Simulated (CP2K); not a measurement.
# As4 (SMILES [As]12[As]3[As]1[As]23), run twice

Wanted: energy and gradient of As4, GFN2-xTB.

The calculation is run with CP2K 2026.2.

2 further runs of the same task are left out: 2 set aside as unsound or not needed.

### Step 1. The system as given

The species is As4 (4 atoms), meant as a singlet with charge 0. As SMILES, `[As]12[As]3[As]1[As]23`. The shape comes from GFN2-xTB, which is rough for such elements, and wasn't checked as a minimum.

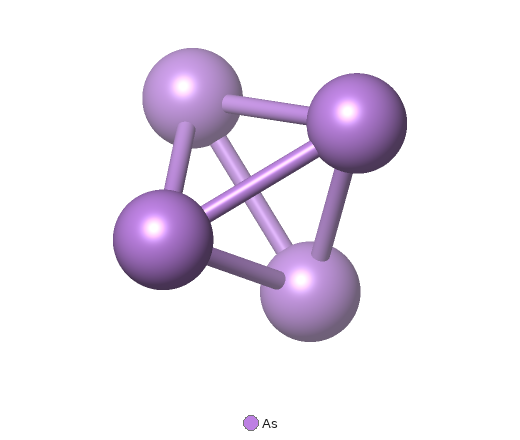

The structure, seen from a chosen angle (arsenic purple).

### Step 2. Try one

The input, qs.inp:

```
&GLOBAL
    PROJECT_NAME qs
    RUN_TYPE ENERGY_FORCE
    PRINT_LEVEL MEDIUM
&END GLOBAL
&FORCE_EVAL
    METHOD QUICKSTEP
    &DFT
        CHARGE -4
        &QS
            METHOD XTB
            EPS_DEFAULT 1.0E-10
            &XTB
                GFN_TYPE TBLITE
                &TBLITE
                    METHOD GFN2
                &END TBLITE
                CHECK_ATOMIC_CHARGES F
            &END XTB
        &END QS
        &POISSON
            PERIODIC NONE
            POISSON_SOLVER ANALYTIC
        &END POISSON
        &SCF
            SCF_GUESS ATOMIC
            EPS_SCF 1.0E-06
            MAX_SCF 52
            ADDED_MOS 8
            &DIAGONALIZATION
                ALGORITHM STANDARD
            &END DIAGONALIZATION
            &MIXING
                METHOD DIRECT_P_MIXING
                ALPHA 0.4
            &END MIXING
        &END SCF
        &PRINT
            &MOMENTS
                PERIODIC F
                REFERENCE COM
                MAX_MOMENT 1
            &END MOMENTS
            &MO ON
                ENERGIES T
                OCCUPATION_NUMBERS T
                NDIGITS 6
                &EACH
                    QS_SCF 0
                &END EACH
                ADD_LAST NUMERIC
            &END MO
            &HIRSHFELD OFF
            &END HIRSHFELD
        &END PRINT
    &END DFT
    &SUBSYS
        &CELL
            ABC 12.3 12.3 12
            PERIODIC NONE
        &END CELL
        &COORD
            As     0.401040    -1.020970     0.966290
            As    -0.240200     1.260480     0.698420
            As    -1.222890    -0.424300    -0.677840
            As     1.062050     0.184790    -0.986870
        &END COORD
        &TOPOLOGY
            &CENTER_COORDINATES
            &END CENTER_COORDINATES
        &END TOPOLOGY
    &END SUBSYS
    &PRINT
        &FORCES ON
        &END FORCES
    &END PRINT
&END FORCE_EVAL
```

Launch:

```console
$ OMP_NUM_THREADS=1 cp2k.psmp -i qs.inp -o qs.out
```

Log:

```text
CP2K| version string:                                       CP2K version 2026.2
[...]
 GLOBAL| Method name                                                        CP2K
[...]
 GLOBAL| Run type                                                   ENERGY_FORCE
[...]
                             - Atoms:                                          4
[...]
                             - Spherical basis functions:                     36
[...]
 Number of electrons:                                                         24
[...]
  *** SCF run converged in    21 steps ***
[...]
  Fermi energy:                                                 0.60294819692546
[...]
 TB_DIPOLE| Moment [Debye]         -0.00530135       0.00677045      -0.00104132
 TB_DIPOLE| Derivative [a.u.]       0.00000000       0.00000000       0.00000000
[...]
 ENERGY| Total FORCE_EVAL ( QS ) energy [hartree]             -8.669504838721203
 FORCES| Atomic forces [hartree/bohr]
 FORCES|   Atom     x               y               z               |f|
 FORCES|      1  2.61580794E-02 -6.69629470E-02  6.37387879E-02   9.60776481E-02
 FORCES|      2 -1.56023382E-02  8.24767326E-02  4.58358390E-02   9.56387397E-02
 FORCES|      3 -8.00345149E-02 -2.78198661E-02 -4.45898276E-02   9.57482180E-02
 FORCES|      4  6.94787737E-02  1.23060804E-02 -6.49847993E-02   9.59258242E-02
 FORCES| Sum    -1.38777878E-17 -1.21430643E-17 -1.38777878E-17
 FORCES| Total atomic force                                       2.30789948E-17
[...]
```

Run time: 1.2 s. Hardware: 1 thread of Intel Xeon Platinum 8259CL at 2.50GHz (Skylake/Cascade Lake), shared host; peak memory 0.19 GiB.

### Step 3. Reading the log

The program ended normally, but the settings are unsound, so its numbers aren't properties of the molecule.

What is wrong: the charge typed isn't that of the species meant. To mend it: charge 0 in place of -4.

### Step 4. Try two

The input, qs.inp:

```
&GLOBAL
  PROJECT qs
  RUN_TYPE ENERGY_FORCE
  PRINT_LEVEL MEDIUM
&END GLOBAL

&FORCE_EVAL
  METHOD QS
  &DFT
    CHARGE 0
    MULTIPLICITY 1
    &QS
      METHOD XTB
      EPS_DEFAULT 1.0E-10
      &XTB
        GFN_TYPE TBLITE
        &TBLITE
          METHOD GFN2
        &END TBLITE
        CHECK_ATOMIC_CHARGES F
      &END XTB
    &END QS
    &POISSON
      PERIODIC NONE
      POISSON_SOLVER ANALYTIC
    &END POISSON
    &SCF
      SCF_GUESS ATOMIC
      EPS_SCF 1.0E-06
      MAX_SCF 150
      ADDED_MOS 8
      &DIAGONALIZATION
        ALGORITHM STANDARD
      &END DIAGONALIZATION
      &MIXING
        METHOD DIRECT_P_MIXING
        ALPHA 0.4
      &END MIXING
    &END SCF
    &PRINT
      &MOMENTS
        PERIODIC F
        REFERENCE COM
        MAX_MOMENT 1
      &END MOMENTS
      &MO ON
        ENERGIES T
        OCCUPATION_NUMBERS T
        NDIGITS 6
        &EACH
          QS_SCF 0
        &END EACH
        ADD_LAST NUMERIC
      &END MO
      &HIRSHFELD OFF
      &END HIRSHFELD
    &END PRINT
  &END DFT
  &SUBSYS
    &CELL
      ABC [angstrom] 12.3 12.3 12
      PERIODIC NONE
    &END CELL
    &COORD
      As     0.401040    -1.020970     0.966290
      As    -0.240200     1.260480     0.698420
      As    -1.222890    -0.424300    -0.677840
      As     1.062050     0.184790    -0.986870
    &END COORD
    &TOPOLOGY
      &CENTER_COORDINATES
      &END CENTER_COORDINATES
    &END TOPOLOGY
  &END SUBSYS
  &PRINT
    &FORCES ON
    &END FORCES
  &END PRINT
&END FORCE_EVAL
```

Launch:

```console
$ OMP_NUM_THREADS=1 cp2k.psmp qs.inp > qs.out
```

Log:

```text
CP2K| version string:                                       CP2K version 2026.2
[...]
 GLOBAL| Method name                                                        CP2K
[...]
 GLOBAL| Run type                                                   ENERGY_FORCE
[...]
                             - Atoms:                                          4
[...]
                             - Spherical basis functions:                     36
[...]
 Number of electrons:                                                         20
[...]
  *** SCF run converged in     9 steps ***
[...]
  Fermi energy:                                                -0.22198244094707
[...]
 TB_DIPOLE| Moment [Debye]          0.00056499      -0.00072346       0.00011101
 TB_DIPOLE| Derivative [a.u.]       0.00000000       0.00000000       0.00000000
[...]
 ENERGY| Total FORCE_EVAL ( QS ) energy [hartree]             -9.523930273897191
 FORCES| Atomic forces [hartree/bohr]
 FORCES|   Atom     x               y               z               |f|
 FORCES|      1  1.46737909E-04  1.10938523E-05 -4.38184594E-04   4.62234601E-04
 FORCES|      2 -1.80167034E-04  1.05567924E-04 -1.52133454E-04   2.58358926E-04
 FORCES|      3 -1.20138208E-04  6.68510385E-05  2.37169279E-04   2.74137771E-04
 FORCES|      4  1.53567333E-04 -1.83512815E-04  3.53148770E-04   4.26584027E-04
 FORCES| Sum    -7.37257477E-18  2.60208521E-18 -1.38777878E-17
 FORCES| Total atomic force                                       1.59285499E-17
[...]
```

Run time: 1.2 s. Hardware: 1 thread of Intel Xeon Platinum 8259CL at 2.50GHz (Skylake/Cascade Lake), shared host; peak memory 0.19 GiB.

### Step 5. Results

Level: GFN2-xTB.

```
                                 quantity        value
                             total energy  -9.52393 Eh
dipole moment (from atomic charges alone)       0.00 D
                              HOMO energy     -8.84 eV
                              LUMO energy     -5.12 eV
                            HOMO–LUMO gap      3.72 eV
                 largest force on an atom   0.024 eV/Å
```
